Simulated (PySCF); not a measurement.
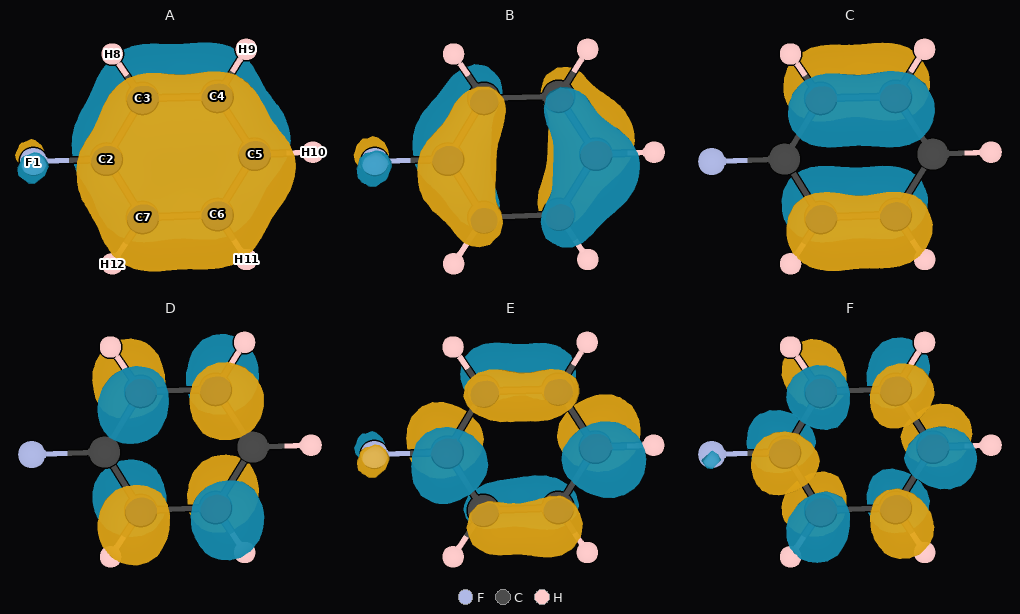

C6H5F, SMILES `Fc1ccccc1`. Natural orbitals of the π active space, CASSCF(6,6), triplet state at the geometry of the singlet, in order of falling occupation.

Method: 6-31+G* basis; geometry: GFN2-xTB; program: PySCF. No frequency check shows the geometry to be a minimum.

Geometry (Å), atoms numbered from 1:

```
F1       2.2747    0.0001    0.0000
C2       0.9240   -0.0001    0.0000
C3       0.2549   -1.2101    0.0000
C4      -1.1292   -1.2007    0.0000
C5      -1.8196    0.0000    0.0000
C6      -1.1292    1.2007    0.0000
C7       0.2549    1.2101    0.0000
H8       0.8146   -2.1322    0.0000
H9      -1.6687   -2.1357    0.0000
H10     -2.8990    0.0003    0.0000
H11     -1.6687    2.1357    0.0000
H12      0.8146    2.1322    0.0000
```

Question: What are the natural occupation numbers?

Answer: A 1.91, B 1.48, C 1.45, D 0.55, E 0.52, F 0.09.

Question: Where does the lowest triplet lie relative to the singlet, at this geometry and within this active space?

Answer: 4.47 eV above it by strongly contracted NEVPT2 (+4.01 eV by CASSCF); a small basis tends to put such gaps a few tenths of an eV too high. This is a vertical energy for π states alone; a state that uses lone pairs or σ orbitals may lie lower.
